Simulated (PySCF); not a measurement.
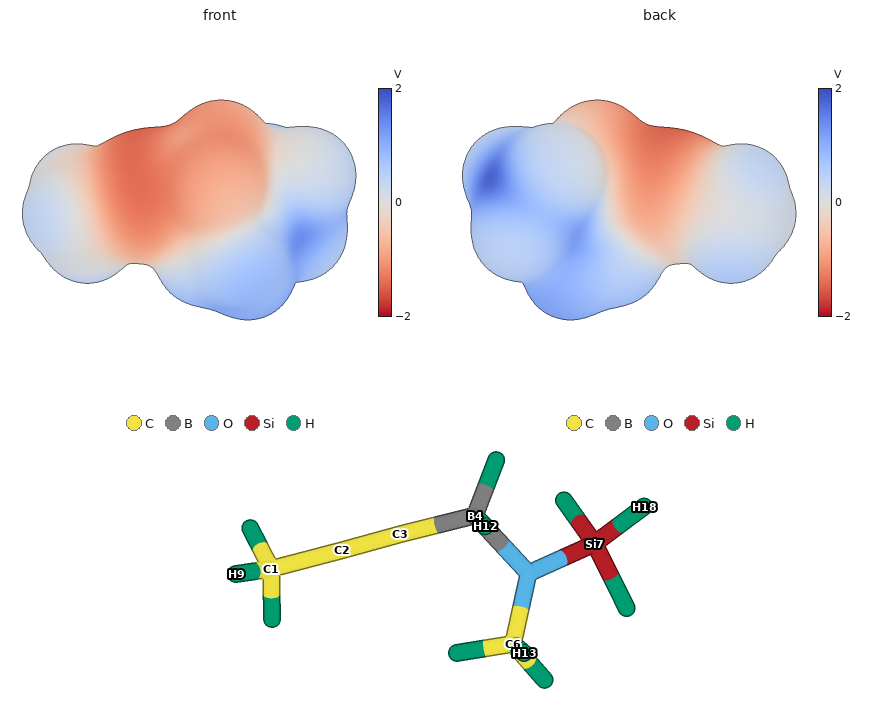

*C4H11BOSi (SMILES CC#C[BH2-][O+](C)[SiH3]). The electrostatic potential painted on the density surface at 0.001 e/bohr³, seen from the front and from behind; the colour scale runs from red (negative) to blue (positive). The bare structure is drawn below in the same view.*

Geometry: GFN2-xTB.

Method: PBE0/pcSseg-1, SCF density, gas phase, non-relativistic (PySCF).

```yaml
atoms:
  - { symbol: C, position_ang: [3.5269, -0.1797, -0.5929] }
  - { symbol: C, position_ang: [2.1819, -0.2485, -0.0493] }
  - { symbol: C, position_ang: [1.0733, -0.3111, 0.4169] }
  - { symbol: B, position_ang: [-0.3554, -0.3636, 0.9939] }
  - { symbol: O, position_ang: [-1.3605, 0.1146, -0.2675] }
  - { symbol: C, position_ang: [-1.0782, 1.4137, -0.7252] }
  - { symbol: Si, position_ang: [-2.5936, -0.8780, -0.7437] }
  - { symbol: H, position_ang: [3.9367, -1.1827, -0.7197] }
  - { symbol: H, position_ang: [4.1770, 0.3811, 0.0803] }
  - { symbol: H, position_ang: [3.5165, 0.3189, -1.5638] }
  - { symbol: H, position_ang: [-0.7476, -1.4620, 1.2362] }
  - { symbol: H, position_ang: [-0.5729, 0.4381, 1.8477] }
  - { symbol: H, position_ang: [-1.3049, 2.1359, 0.0624] }
  - { symbol: H, position_ang: [-1.6657, 1.6444, -1.6136] }
  - { symbol: H, position_ang: [-0.0131, 1.4712, -0.9575] }
  - { symbol: H, position_ang: [-1.9901, -2.1325, -1.1685] }
  - { symbol: H, position_ang: [-3.1948, -0.1566, -1.8700] }
  - { symbol: H, position_ang: [-3.5442, -0.9970, 0.3578] }
```

### Where is the surface potential most negative and most positive?

The most negative region (about −1.4 V) lies over C3, the most positive (about +1.7 V) over Si7.

### How polar is the molecule by this calculation?

Its dipole moment is 4.14 D.
